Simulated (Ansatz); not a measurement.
# CH7BOSi: from a rough start to a minimum

Aim: relax CH7BOSi from a cheap starting geometry, check the end point by its vibrations and derive ideal-gas thermochemistry, and look at its orbitals and charge.

Method: RKS PBE0-D4/def2-TZVP; program: Ansatz 0.2.0, Gaussian basis.

The runs, in order: relaxation at PBE-D4/def2-SVP; relaxation at PBE0-D4/def2-TZVP; harmonic vibrations at the same level; a single point in def2-TZVPP for the fields.

**1. The system as given**

11 atoms, charge 0, spin multiplicity 1.

Atoms are counted from 1 here; the program's logs count them from 0.

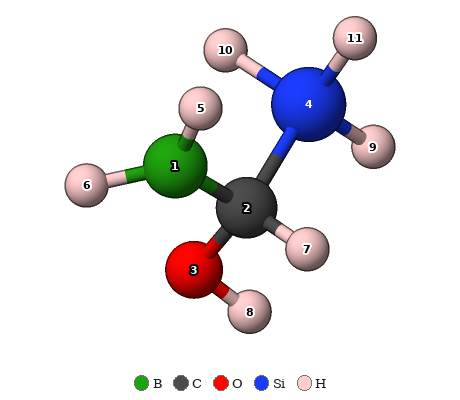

The starting geometry (boron green, carbon dark grey, oxygen red, silicon blue, hydrogen pink); atoms are numbered from 1 in the order of the file.

Geometry (Å):

```xyz
11

B    -0.5599    1.3940    0.4580
C     0.1707    0.0586    0.5581
O    -0.5557   -0.7972    1.4029
Si    0.3856   -0.6967   -1.1474
H    -0.1684    2.3094   -0.2307
H    -1.6193    1.6204    1.0343
H     1.2201    0.2702    0.9597
H     0.1494   -1.5015    1.6672
H     1.0500   -1.9604   -1.0046
H    -1.0317   -0.9605   -1.6570
H     1.0247    0.2067   -2.0197
```

The start is a force-field geometry with small random shifts, so a cheaper pass at PBE-D4/def2-SVP comes first.

**2. Optimising with PBE-D4/def2-SVP (cheap first pass)**

The input, in.yaml:

```yaml
crystal:
  periodic: [false, false, false]
  atoms:
    - {symbol: B, position_ang: [-0.559900, 1.394000, 0.458000]}
    - {symbol: C, position_ang: [0.170700, 0.058600, 0.558100]}
    - {symbol: O, position_ang: [-0.555700, -0.797200, 1.402900]}
    - {symbol: Si, position_ang: [0.385600, -0.696700, -1.147400]}
    - {symbol: H, position_ang: [-0.168400, 2.309400, -0.230700]}
    - {symbol: H, position_ang: [-1.619300, 1.620400, 1.034300]}
    - {symbol: H, position_ang: [1.220100, 0.270200, 0.959700]}
    - {symbol: H, position_ang: [0.149400, -1.501500, 1.667200]}
    - {symbol: H, position_ang: [1.050000, -1.960400, -1.004600]}
    - {symbol: H, position_ang: [-1.031700, -0.960500, -1.657000]}
    - {symbol: H, position_ang: [1.024700, 0.206700, -2.019700]}
basis:
  gaussian: {orbitals: def2-SVP}
hamiltonian: {xc: pbe, dispersion: d4}
relax: {f_tol: 0.03, max_steps: 200}
```

Started as:

```bash
$ ansatz run in.yaml --threads 2 --pin off --events-out ev --progress --plain --max-ram 4352MiB
```

Standard output (excerpt; [...] marks lines left out):

```text
Functional definition: PBE
  name "PBE"
  cite "Perdew, Burke & Ernzerhof, Phys. Rev. Lett. 77, 3865 (1996) doi:10.1103/PhysRevLett.77.3865"
  parent pbe
[...]
1057 factors; their error is unknown
[...]
mean field -11735.70077067 eV, -431.2790485784 hartree, gradient 1.1e-5 eV, S^2 0.000000; 0 other end points of the search recorded, 0 dependent functions left out
[...]
reference -11735.70080741 eV, -431.2790499287 hartree; 20, 20 occupied and 75, 75 virtual orbitals, 1057 factors
relax step   1: F+E_penalty+E_count = -11735.90296738 eV  Δ(F+E_penalty+E_count) = +0.000e0 eV  max|allowed force component| = 2.676e0 eV/Å  Δτ_max = 0.0000 Å  (28 SCF iters, accepted)
[...]
relax step   5: F+E_penalty+E_count = -11736.34617018 eV  Δ(F+E_penalty+E_count) = -2.166e-2 eV  max|allowed force component| = 2.534e-1 eV/Å  Δτ_max = 0.0971 Å  (28 SCF iters, accepted)
[...]
relax step   9: F+E_penalty+E_count = -11736.38900414 eV  Δ(F+E_penalty+E_count) = -7.397e-3 eV  max|allowed force component| = 2.917e-1 eV/Å  Δτ_max = 0.1804 Å  (29 SCF iters, accepted)
[...]
relax step  13: F+E_penalty+E_count = -11736.39973597 eV  Δ(F+E_penalty+E_count) = -1.591e-3 eV  max|allowed force component| = 9.878e-2 eV/Å  Δτ_max = 0.0860 Å  (29 SCF iters, accepted)
[...]
relax step  15: F+E_penalty+E_count = -11736.40104080 eV  Δ(F+E_penalty+E_count) = -4.855e-4 eV  max|allowed force component| = 8.745e-2 eV/Å  Δτ_max = 0.0385 Å  (31 SCF iters, accepted)
[...]
relax step  16: F+E_penalty+E_count = -11736.40139279 eV  Δ(F+E_penalty+E_count) = -3.520e-4 eV  max|allowed force component| = 2.114e-2 eV/Å  Δτ_max = 0.0087 Å  (32 SCF iters, accepted)
1057 factors; their error is unknown
[...]
mean field -11736.19623021 eV, -431.2972563809 hartree, gradient 7.1e-6 eV, S^2 0.000000; 1 other end points of the search recorded, 0 dependent functions left out
[...]
reference -11736.19626557 eV, -431.2972576802 hartree; 20, 20 occupied and 75, 75 virtual orbitals, 1057 factors
Total energy: -11736.40142814 eV, -431.3047972657 hartree
Atom 0 at    -0.649543     1.224712     0.350983 Å, force    -0.001749    -0.010796    -0.001548 eV/Å
Atom 1 at     0.272497     0.131733     0.844900 Å, force     0.004270    -0.005664     0.003545 eV/Å
Atom 2 at    -0.204715    -0.844645     1.717540 Å, force     0.017629    -0.010688     0.000770 eV/Å
Atom 3 at     0.199956    -0.477285    -1.101282 Å, force    -0.008727     0.006281    -0.020403 eV/Å
Atom 4 at    -0.155172     2.113512    -0.323425 Å, force     0.000224     0.000145     0.001782 eV/Å
Atom 5 at    -1.851662     1.160530     0.515448 Å, force     0.009192    -0.000794    -0.003654 eV/Å
Atom 6 at     1.364663     0.347203     0.918112 Å, force    -0.010125    -0.004873     0.001237 eV/Å
Atom 7 at     0.441517    -1.574307     1.761321 Å, force    -0.014725     0.021142    -0.005273 eV/Å
Atom 8 at     0.446167    -1.954184    -0.939178 Å, force    -0.002672     0.006954     0.009473 eV/Å
Atom 9 at    -1.112210    -0.313672    -1.819217 Å, force     0.010657    -0.002457     0.009599 eV/Å
Atom 10 at     1.314002     0.129402    -1.904401 Å, force    -0.003976     0.000750     0.004472 eV/Å
Dipole moment:     0.418049    -0.306268    -0.043878 e Å
```

Wall time 31 s (2 threads of Arm Neoverse V1, shared host).

Step by step: (the energy doesn't fall at every step)

```tsv
step	energy from step 1 (eV)	largest force component (eV/Å)
1	0.0000	2.6765
2	-0.3580	0.9687
3	-0.4215	0.4295
4	-0.4023	0.5430
5	-0.4432	0.2534
6	-0.4577	0.2182
7	-0.4714	0.2400
8	-0.4786	0.2125
9	-0.4860	0.2917
10	-0.4907	0.1398
11	-0.4933	0.0870
12	-0.4952	0.0662
13	-0.4968	0.0988
14	-0.4976	0.0736
15	-0.4981	0.0874
16	-0.4984	0.0211
```

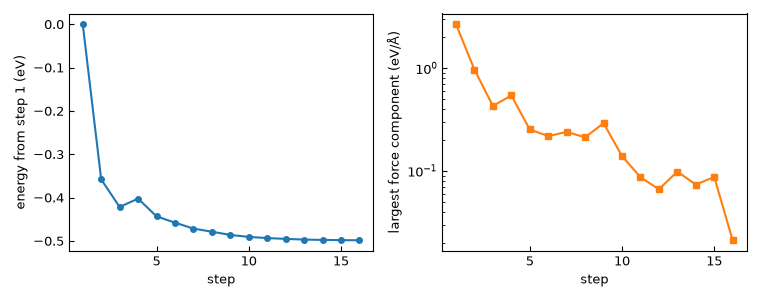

Energy and force, step by step.

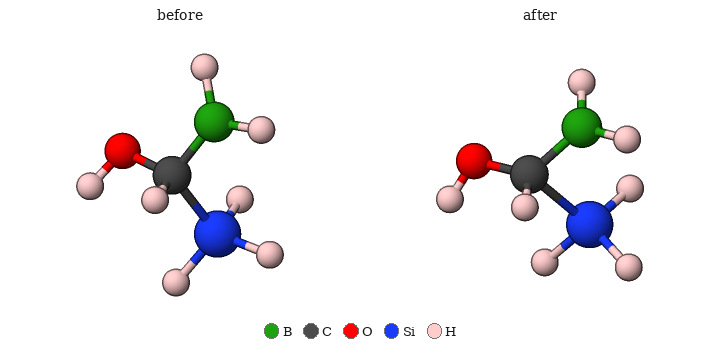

The geometry before (left) and after (right).

Distances of close pairs at the start and the end, largest changes first:

```tsv
bond	before (Å)	after (Å)	change (Å)
C2–Si4	1.878	2.041	+0.163
Si4–H11	1.409	1.501	+0.092
Si4–H9	1.435	1.506	+0.071
O3–H8	1.031	0.976	-0.055
C2–H7	1.143	1.116	-0.028
Si4–H10	1.529	1.505	-0.024
B1–C2	1.525	1.513	-0.013
B1–H6	1.227	1.215	-0.012
```

**3. Optimising with PBE0-D4/def2-TZVP**

The input, in.yaml:

```yaml
crystal:
  periodic: [false, false, false]
  atoms:
    - {symbol: B, position_ang: [-0.649543, 1.224712, 0.350983]}
    - {symbol: C, position_ang: [0.272497, 0.131733, 0.844900]}
    - {symbol: O, position_ang: [-0.204715, -0.844645, 1.717540]}
    - {symbol: Si, position_ang: [0.199956, -0.477285, -1.101282]}
    - {symbol: H, position_ang: [-0.155172, 2.113512, -0.323425]}
    - {symbol: H, position_ang: [-1.851662, 1.160530, 0.515448]}
    - {symbol: H, position_ang: [1.364663, 0.347203, 0.918112]}
    - {symbol: H, position_ang: [0.441517, -1.574307, 1.761321]}
    - {symbol: H, position_ang: [0.446167, -1.954184, -0.939178]}
    - {symbol: H, position_ang: [-1.112210, -0.313672, -1.819217]}
    - {symbol: H, position_ang: [1.314002, 0.129402, -1.904401]}
basis:
  gaussian: {orbitals: def2-TZVP}
hamiltonian: {xc: pbe0, dispersion: d4}
relax: {f_tol: 0.005, max_steps: 150}
```

Launched as before.

Standard output (excerpt; [...] marks lines left out):

```text
Functional definition: PBE0
  name "PBE0"
  cite "Adamo & Barone, J. Chem. Phys. 110, 6158 (1999) doi:10.1063/1.478522"
  cite "Perdew, Burke & Ernzerhof, Phys. Rev. Lett. 77, 3865 (1996) doi:10.1103/PhysRevLett.77.3865"
  parent pbe
[...]
1076 factors; their error is unknown
[...]
mean field -11744.65119219 eV, -431.6079705025 hartree, gradient 1.4e-5 eV, S^2 0.000000; 0 other end points of the search recorded, 0 dependent functions left out
[...]
reference -11744.65122715 eV, -431.6079717874 hartree; 20, 20 occupied and 152, 152 virtual orbitals, 1076 factors
relax step   1: F+E_penalty+E_count = -11744.82300422 eV  Δ(F+E_penalty+E_count) = +0.000e0 eV  max|allowed force component| = 6.585e-1 eV/Å  Δτ_max = 0.0000 Å  (27 SCF iters, accepted)
[...]
Atom 1 at     0.254389     0.132755     0.738165 Å, force    -0.000441     0.000917    -0.002215 eV/Å
Atom 2 at    -0.229701    -0.824020     1.650744 Å, force     0.000548     0.002714    -0.001188 eV/Å
Atom 3 at     0.257199    -0.562474    -1.086628 Å, force     0.000122    -0.001231    -0.000766 eV/Å
Atom 4 at    -0.199799     2.173840    -0.279556 Å, force     0.000480    -0.000207    -0.000118 eV/Å
Atom 5 at    -1.816464     1.281629     0.676955 Å, force     0.000237    -0.000132    -0.000380 eV/Å
Atom 6 at     1.310643     0.395267     0.892040 Å, force    -0.000835    -0.000998     0.001612 eV/Å
Atom 7 at     0.334928    -1.601076     1.625523 Å, force     0.001271    -0.002712     0.000834 eV/Å
Atom 8 at     0.569729    -2.008367    -0.926930 Å, force    -0.000198     0.001106     0.000253 eV/Å
Atom 9 at    -1.062083    -0.436947    -1.759751 Å, force     0.000041     0.000299     0.000844 eV/Å
Atom 10 at     1.302803     0.098273    -1.905673 Å, force    -0.000425     0.000100     0.000648 eV/Å
Dipole moment:     0.377458    -0.207442    -0.116520 e Å
```

It took 60 s on 2 threads of Arm Neoverse V1, shared host.

Along the way:

```tsv
step	energy from step 1 (eV)	largest force component (eV/Å)
1	0.0000	0.6585
2	-0.0421	0.3425
3	-0.0511	0.2050
4	-0.0516	0.2631
5	-0.0590	0.1297
6	-0.0590	0.1746
7	-0.0621	0.0595
8	-0.0632	0.0535
9	-0.0637	0.0319
10	-0.0639	0.0292
11	-0.0641	0.0159
12	-0.0641	0.0111
13	-0.0641	0.0062
14	-0.0641	0.0027
```

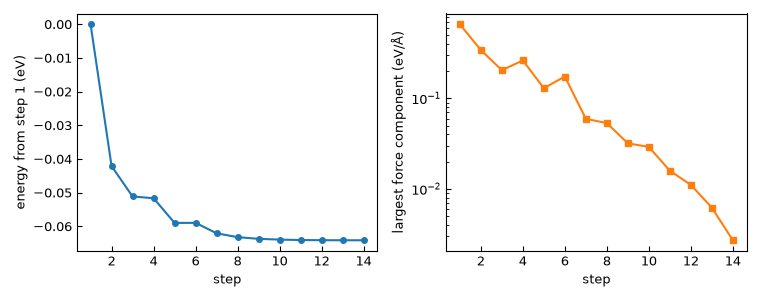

Energy and largest force along the relaxation.

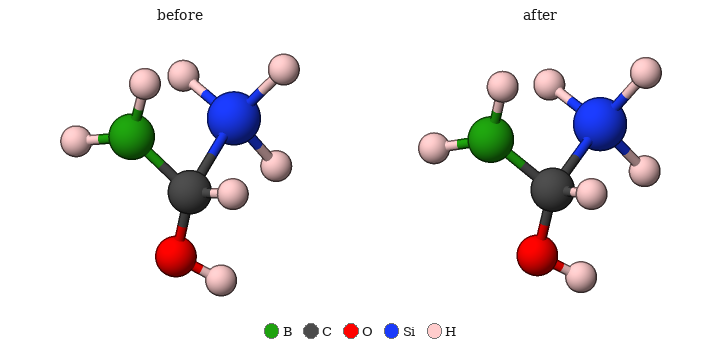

Before and after, at one scale.

Distances of close pairs at the start and the end, largest changes first:

```tsv
bond	before (Å)	after (Å)	change (Å)
C2–Si4	2.041	1.953	-0.088
B1–H6	1.215	1.194	-0.021
B1–H5	1.220	1.199	-0.021
Si4–H10	1.505	1.486	-0.018
Si4–H9	1.506	1.488	-0.018
Si4–H11	1.501	1.483	-0.018
C2–H7	1.116	1.099	-0.016
O3–H8	0.976	0.961	-0.015
```

Mulliken charges at the end point, from the run's report:

```tsv
atom	value (e)
B1	-0.14
C2	0.01
O3	-0.41
Si4	0.10
H5	0.02
H6	0.03
H7	0.11
H8	0.31
H9	-0.02
H10	0.00
H11	-0.01
```

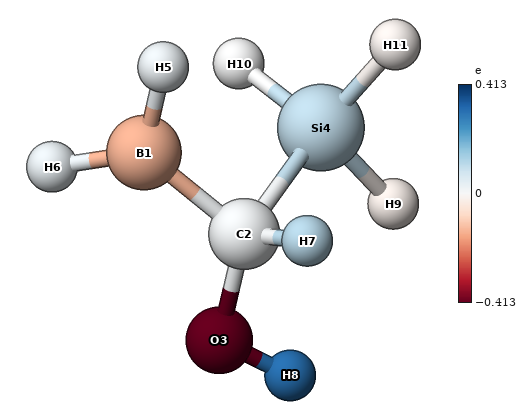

Mulliken charges at the end point, from the run's report, as colours on the atoms.

**4. Vibrations by finite differences**

The input, in.yaml:

```yaml
crystal:
  periodic: [false, false, false]
  atoms:
    - {symbol: B, position_ang: [-0.656145, 1.294119, 0.395913]}
    - {symbol: C, position_ang: [0.254389, 0.132755, 0.738165]}
    - {symbol: O, position_ang: [-0.229701, -0.824020, 1.650744]}
    - {symbol: Si, position_ang: [0.257199, -0.562474, -1.086628]}
    - {symbol: H, position_ang: [-0.199799, 2.173840, -0.279556]}
    - {symbol: H, position_ang: [-1.816464, 1.281629, 0.676955]}
    - {symbol: H, position_ang: [1.310643, 0.395267, 0.892040]}
    - {symbol: H, position_ang: [0.334928, -1.601076, 1.625523]}
    - {symbol: H, position_ang: [0.569729, -2.008367, -0.926930]}
    - {symbol: H, position_ang: [-1.062083, -0.436947, -1.759751]}
    - {symbol: H, position_ang: [1.302803, 0.098273, -1.905673]}
basis:
  gaussian: {orbitals: def2-TZVP}
hamiltonian: {xc: pbe0, dispersion: d4}
phonons: {temperatures: {t_min: 298.15, t_max: 900, t_step: 200}}
```

Same command.

Standard output (excerpt; [...] marks lines left out):

```text
Functional definition: PBE0
  name "PBE0"
  cite "Adamo & Barone, J. Chem. Phys. 110, 6158 (1999) doi:10.1063/1.478522"
  cite "Perdew, Burke & Ernzerhof, Phys. Rev. Lett. 77, 3865 (1996) doi:10.1103/PhysRevLett.77.3865"
  parent pbe
[...]
1076 factors; their error is unknown
[...]
mean field -11744.71580978 eV, -431.6103451550 hartree, gradient 1.7e-5 eV, S^2 0.000000; 0 other end points of the search recorded, 0 dependent functions left out
[...]
reference -11744.71584477 eV, -431.6103464409 hartree; 20, 20 occupied and 152, 152 virtual orbitals, 1076 factors
[...]
1076 factors; their error is unknown
mean field -11744.71567166 eV, -431.6103400794 hartree, gradient 1.5e-6 eV, S^2 0.000000; 0 other end points of the search recorded, 0 dependent functions left out
[...]
reference -11744.71570665 eV, -431.6103413652 hartree; 20, 20 occupied and 152, 152 virtual orbitals, 1076 factors
[...]
Atom 4 at    -0.199799     2.173840    -0.279556 Å, force     0.000460    -0.000203    -0.000084 eV/Å
Atom 5 at    -1.816464     1.281629     0.676955 Å, force     0.000254    -0.000116    -0.000377 eV/Å
Atom 6 at     1.310643     0.395267     0.892040 Å, force    -0.000829    -0.001005     0.001580 eV/Å
Atom 7 at     0.334928    -1.601076     1.625523 Å, force     0.001269    -0.002677     0.000760 eV/Å
Atom 8 at     0.569729    -2.008367    -0.926930 Å, force    -0.000227     0.001119     0.000336 eV/Å
Atom 9 at    -1.062083    -0.436947    -1.759751 Å, force     0.000040     0.000303     0.000920 eV/Å
Atom 10 at     1.302803     0.098273    -1.905673 Å, force    -0.000427     0.000086     0.000635 eV/Å
Dipole moment:     0.377461    -0.207441    -0.116519 e Å
Vibrations: 88.55 197.92 247.72 345.15 360.69 419.53 527.59 572.85 677.23 801.02 903.71 932.64 939.76 949.81 974.04 1020.86 1144.14 1229.70 1252.27 1408.06 2214.76 2230.26 2246.28 2578.70 2671.87 3026.29 3849.40 cm⁻¹, zero-point energy 2.096003 eV
```

It took 3.1 min on 2 threads of Arm Neoverse V1, shared host.

Motions are named by where the mode's potential energy lies. Wavenumbers, unscaled:

```tsv
mode	cm⁻¹	motion
1	89	torsion with bend
2	198	torsion
3	248	torsion with bend
4	345	torsion
5	361	bend with torsion
6	420	torsion with Si–C stretch
7	528	bend with torsion
8	573	bend with torsion
9	677	bend with Si–C stretch
10	801	bend
11	904	bend
12	933	bend with torsion
13	940	bend with torsion
14	950	torsion with bend
15	974	torsion with bend
16	1021	torsion with bend
17	1144	C–O stretch with bend
18	1230	bend
19	1252	bend
20	1408	bend
21	2215	Si–H stretch
22	2230	Si–H stretch
23	2246	Si–H stretch
24	2579	B–H stretch
25	2672	B–H stretch
26	3026	C–H stretch
27	3849	O–H stretch
```

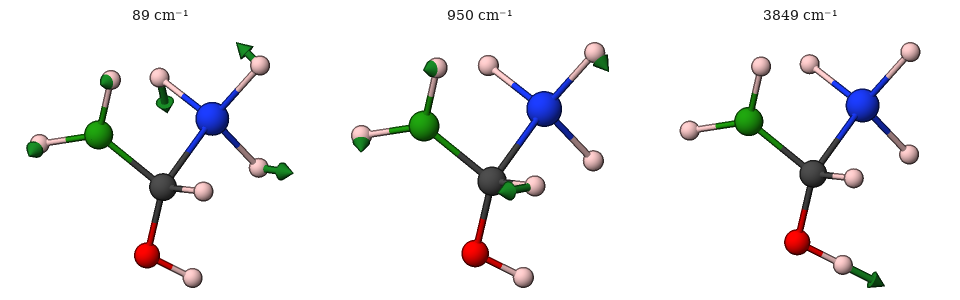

How the atoms move in 3 of the modes.

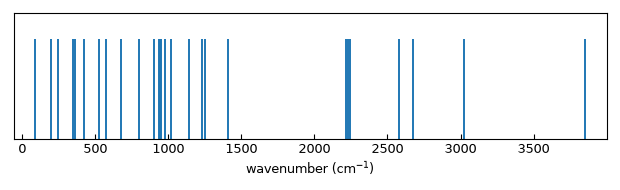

The harmonic wavenumbers as sticks (no intensities were computed).

From these modes and the moments of inertia (298.15 K, 1 bar, symmetry number 1):

```tsv
term	value
zero-point energy	202.2 kJ/mol
H(298) − E	221.9 kJ/mol
entropy, translation	162.5 J/(mol K)
entropy, rotation	106.1 J/(mol K)
entropy, vibration	55.4 J/(mol K)
entropy, total	324.0 J/(mol K)
```

**5. A single point for the fields**

Changes to in.yaml since step 4:

```diff
@@ -15,4 +15,4 @@
 basis:
-  gaussian: {orbitals: def2-TZVP}
+  gaussian: {orbitals: def2-TZVPP}
 hamiltonian: {xc: pbe0, dispersion: d4}
-phonons: {temperatures: {t_min: 298.15, t_max: 900, t_step: 200}}
+output: {orbitals: {seedname: orbitals}}
```

Same command.

Standard output:

```text
Functional definition: PBE0
  name "PBE0"
  cite "Adamo & Barone, J. Chem. Phys. 110, 6158 (1999) doi:10.1063/1.478522"
  cite "Perdew, Burke & Ernzerhof, Phys. Rev. Lett. 77, 3865 (1996) doi:10.1103/PhysRevLett.77.3865"
  parent pbe
  parameter a = 0.25
  parameter kappa = 0.804
  parameter beta = 0.06672455060314922
  exchange = (1 - a)*pbe_x(kappa = kappa, mu = beta*pi^2/3) + a*exact_x
  correlation = pbe_c(beta = beta)
1204 factors; their error is unknown
mean field evaluation 1: about -11739.4698 eV, gradient 5.0e1 eV
mean field evaluation 2: about -11734.2566 eV, gradient 7.1e1 eV
mean field evaluation 4: about -11744.7446 eV, gradient 4.0e0 eV
mean field evaluation 8: about -11744.7773 eV, gradient 3.8e-2 eV
mean field evaluation 16: about -11744.7920 eV, gradient 2.0e-5 eV
mean field -11744.79199069 eV, -431.6131447520 hartree, gradient 2.0e-5 eV, S^2 0.000000; 0 other end points of the search recorded, 0 dependent functions left out
reference -11744.79202550 eV, -431.6131460313 hartree; 20, 20 occupied and 213, 213 virtual orbitals, 1204 factors
Total energy: -11744.96335008 eV, -431.6194420933 hartree
```

Run time: 4.1 s. Hardware: 2 threads of Arm Neoverse V1, shared host; peak memory 0.47 GiB.

The fields below are evaluated on a grid from the run's orbitals.

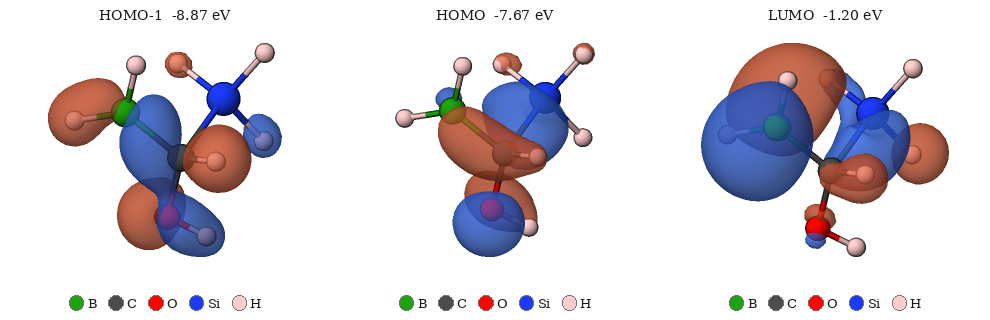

Frontier orbitals at PBE0-D4/def2-TZVPP; each surface holds 70 % of the orbital's density, blue and red mark the sign.

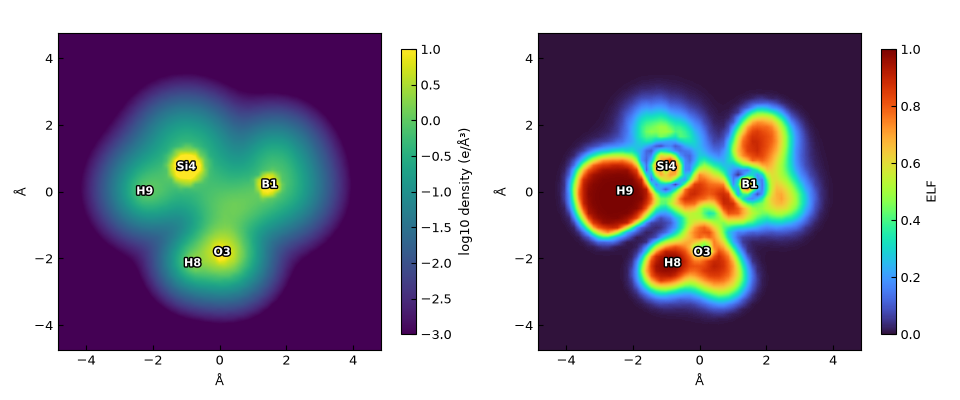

Density (left) and ELF (right) in a plane through or near 5 of the atoms.

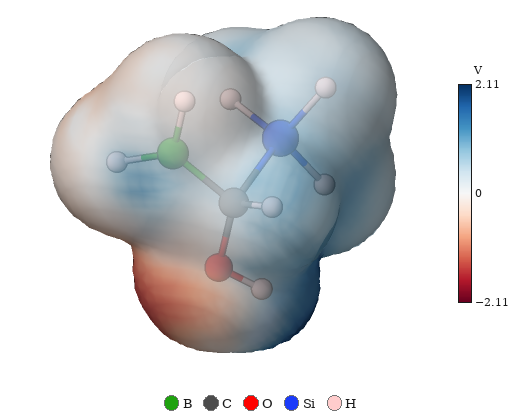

The potential that a unit positive charge feels on the 0.002 e/bohr³ surface, from -1.36 V near O3 to 2.11 V near H8.

**6. What came out**

| quantity | value |
| --- | --- |
| point group | C1 |
| steps | 16 + 14 |
| shift from the start (rms) | 0.341 Å |
| total energy | -11744.8872 eV |
| dispersion term | -171 meV |
| dipole moment | 2.14 D |
| lowest, highest wavenumber | 89, 3849 cm⁻¹ |
| zero-point energy | 202.2 kJ/mol |
| entropy at 298.15 K | 324.0 J/(mol K) |
| HOMO, LUMO | -7.67, -1.20 eV |

What this shows: The atoms moved 0.34 Å (rms) from the start; the bond that changed most is C2–Si4, from 1.878 to 1.953 Å. No mode is imaginary: a true minimum at this level. The stiffest mode, 3849 cm⁻¹, is an O–H stretch, and 2 modes under 200 cm⁻¹ make the vibrational entropy uncertain. Harmonic hybrid wavenumbers usually lie a few per cent above measured fundamentals. The largest Mulliken charge, -0.41 e, sits on O3. The HOMO lies mostly on O3 39 %; C2 20 % and the LUMO on B1 41 %; H5, H6 about 13 % each.
